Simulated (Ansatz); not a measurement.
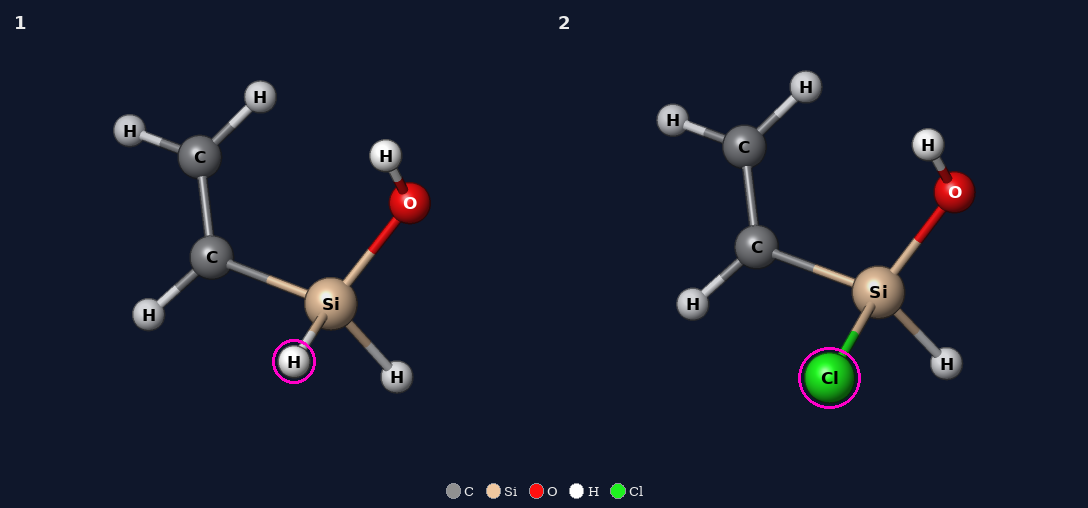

2 molecules with one skeleton, seen from the same side and at one scale; the atom that differs is circled. Charge 0, singlet. Computed geometries: PBE0-D4/def2-TZVP optimisations, one conformation each. Properties computed with Ansatz 0.2.0.

One atom differs, called X below: H in panel 1, Cl in panel 2. Their formulas are C2H6OSi (`C=C[SiH2]O`), C2H5ClOSi (`C=C[Si@@H](O)Cl`).

### In which is the harmonic zero-point energy higher (PBE0-D4/def2-TZVP)?

In panel 1 (X = H).

### In which is the dipole moment larger (r2SCAN-D4/def2-TZVPP)?

In panel 2 (X = Cl).

Give the values. With PBE0-D4/def2-TZVP: length of X–Si (Å), angle X–Si–H (°), harmonic zero-point energy (kJ/mol). With PBE0-D4/def2-TZVPP: HOMO energy (Kohn–Sham orbital) (eV), HOMO–LUMO gap (eV). With r2SCAN-D4/def2-TZVPP: dipole moment (D).

```
                            quantity  1 (H)  2 (Cl)   2 − 1
                  length of X–Si (Å)  1.491   2.063  +0.572
                    angle X–Si–H (°)  108.9   107.4    −1.5
HOMO energy (Kohn–Sham orbital) (eV)  −7.96   −8.37   −0.41
                  HOMO–LUMO gap (eV)   7.49    7.51   +0.02
                   dipole moment (D)   1.56    2.04   +0.48
 harmonic zero-point energy (kJ/mol)  193.1   177.5   −15.6
```
